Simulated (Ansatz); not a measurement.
# Single-point calculation of C3H7Br (charge −1)

C3H7Br, charge −1, multiplicity 2, computed with UKS PBE-QIDH/aug-pcseg-2 (Ansatz 0.2.0).

The geometry comes from this level: PBE0-D4/def2-TZVP. Figures and captions count atoms from 1; the log counts them from 0 in places.

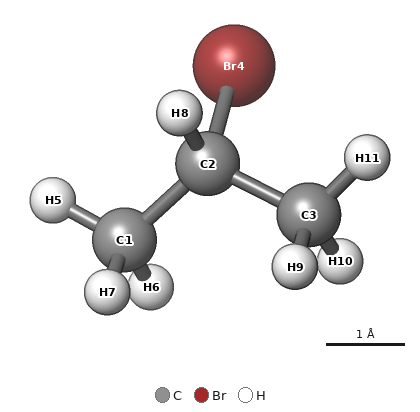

Fig. 1: The structure as given in the input (ball-and-stick view, seen at a tilt; atoms are numbered from 1 in the order of the input). Bond lengths as drawn: Br–C 1.97 Å, C–C 1.51 Å and C–H 1.09 Å.

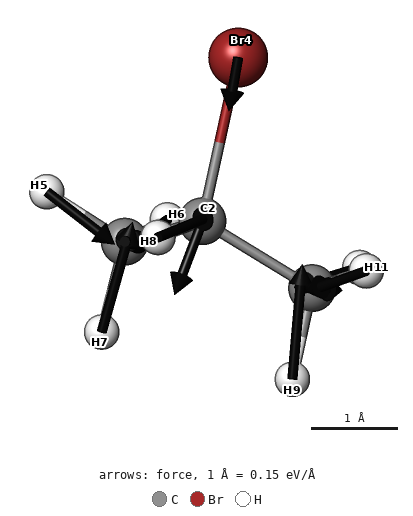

Fig. 2: Forces on the atoms as black arrows (ball-and-stick view, seen at a tilt; atoms are numbered from 1 in the order of the input). The largest act on H7, H9 (0.21 eV/Å); H8 (0.20 eV/Å); H6, H10 (0.19 eV/Å); H5, H11 (0.15 eV/Å), among others. The geometry is not a stationary point of this energy.

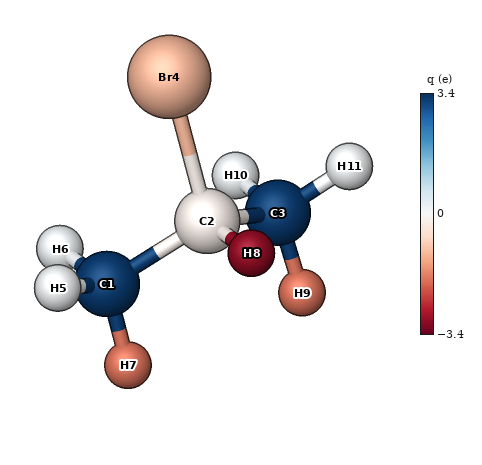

Fig. 3: Mulliken charges, as the colour of each atom (ball-and-stick view, seen at a tilt; atoms are numbered from 1 in the order of the input). By element: C −0.18 to +3.23, Br −1.11 and H −2.97 to +0.11 e.

These pictures come from the run below.

Input
```yaml
crystal:
  periodic: [false, false, false]
  atoms:
    - {symbol: C, position_ang: [-0.462174, 0.963277, -0.718096]}
    - {symbol: C, position_ang: [0.007439, -0.424685, -0.357212]}
    - {symbol: C, position_ang: [0.643411, -0.510736, 1.008567]}
    - {symbol: Br, position_ang: [-1.519673, -1.665675, -0.438788]}
    - {symbol: H, position_ang: [-0.920608, 0.987677, -1.706799]}
    - {symbol: H, position_ang: [-1.189689, 1.328962, 0.009413]}
    - {symbol: H, position_ang: [0.394401, 1.645288, -0.717510]}
    - {symbol: H, position_ang: [0.681021, -0.813877, -1.120753]}
    - {symbol: H, position_ang: [1.519733, 0.144945, 1.040241]}
    - {symbol: H, position_ang: [-0.053932, -0.185541, 1.783316]}
    - {symbol: H, position_ang: [0.965371, -1.526535, 1.238319]}
basis:
  gaussian: {orbitals: aug-pcseg-2, final_grid: {core_spheres: 8, valence_spheres: 7, degree: 23}}
total_charge: -1
magnetization: {spin_polarized: true, initial_magnetization: 1}
hamiltonian: {xc: {name: PBE-QIDH}}
output: {forces: true}
```

Launched with:
```bash
ansatz run in.yaml --threads 4 --pin off --events-out ev --progress --plain --max-ram 10444MiB
```

Output
```
Functional definition: PBE-QIDH
  name "PBE-QIDH"
  cite "Brémond, Sancho-García, Pérez-Jiménez & Adamo, J. Chem. Phys. 141, 031101 (2014) doi:10.1063/1.4890314"
  cite "Perdew, Burke & Ernzerhof, Phys. Rev. Lett. 77, 3865 (1996) doi:10.1103/PhysRevLett.77.3865"
  parameter a = 3^(-1/3)
  parameter c = 1/3
  exchange = (1 - a)*pbe_x + a*exact_x
  correlation = (1 - c)*pbe_c + c*(mp2_os + mp2_ss)
2137 factors; integrals over basis functions are off by at most 1.1e-3 eV
mean field evaluation 1: about -73241.4629 eV, gradient 2.2e1 eV
mean field evaluation 2: about -73241.5892 eV, gradient 2.2e1 eV
mean field evaluation 4: about -73244.3023 eV, gradient 1.9e0 eV
mean field evaluation 8: about -73244.3672 eV, gradient 2.7e-1 eV
mean field evaluation 16: about -73244.3736 eV, gradient 2.7e-2 eV
mean field evaluation 32: about -73244.3739 eV, gradient 5.6e-4 eV
mean field evaluation 64: about -73244.3470 eV, gradient 8.9e-1 eV
mean field evaluation 96: about -73244.0563 eV, gradient 6.5e-2 eV
mean field evaluation 128: about -73244.2397 eV, gradient 2.6e0 eV
mean field -73244.37392164 eV, -2691.6810948004 hartree, gradient 7.2e-7 eV, S^2 0.750039; 10 other end points of the search recorded, 0 dependent functions left out
12 core orbitals not correlated: weight in the atoms' cores, before any rotation towards them, 1.000 or more for the frozen orbitals, at most 0.000 for the correlated occupied ones
reference -73244.37393287 eV, -2691.6810952132 hartree; 19, 18 occupied and 327, 328 virtual orbitals, 2137 factors
second order -23.51922062 eV of doubles, -0.00000000 eV of singles
the calculation of the forces begins
Total energy: -73252.21367308 eV, -2691.9692003518 hartree
Atom 0 at    -0.462174     0.963277    -0.718096 Å, force    -0.046525     0.047640     0.033306 eV/Å
Atom 1 at     0.007439    -0.424685    -0.357212 Å, force     0.126680     0.062088    -0.028050 eV/Å
Atom 2 at     0.643411    -0.510736     1.008567 Å, force    -0.024269     0.018016     0.068092 eV/Å
Atom 3 at    -1.519673    -1.665675    -0.438788 Å, force     0.071180     0.065601     0.010425 eV/Å
Atom 4 at    -0.920608     0.987677    -1.706799 Å, force     0.085090    -0.009861     0.126810 eV/Å
Atom 5 at    -1.189689     1.328962     0.009413 Å, force     0.134479    -0.077094    -0.110087 eV/Å
Atom 6 at     0.394401     1.645288    -0.717510 Å, force    -0.141001    -0.148711    -0.005748 eV/Å
Atom 7 at     0.681021    -0.813877    -1.120753 Å, force    -0.127054     0.068493     0.139812 eV/Å
Atom 8 at     1.519733     0.144945     1.040241 Å, force    -0.159479    -0.124099    -0.034738 eV/Å
Atom 9 at    -0.053932    -0.185541     1.783316 Å, force     0.109448    -0.043659    -0.149248 eV/Å
Atom 10 at     0.965371    -1.526535     1.238319 Å, force    -0.028550     0.141585    -0.050573 eV/Å
Dipole moment:    -2.125610    -1.522985     0.060851 e Å
```

Summary

- outcome: converged
- total energy: −73252.2137 eV
- mean-field energy: −73244.3739 eV
- ⟨S²⟩: 0.750
- SCF solution under orbital rotations: stable
- largest force (length of the vector): 0.205 eV/Å
- hardware: 4 threads of Arm Neoverse V1, 23 GiB of memory available, shared host
- wall time: 3.8 min (CPU time 15 min)
- peak memory: 2.8 GiB
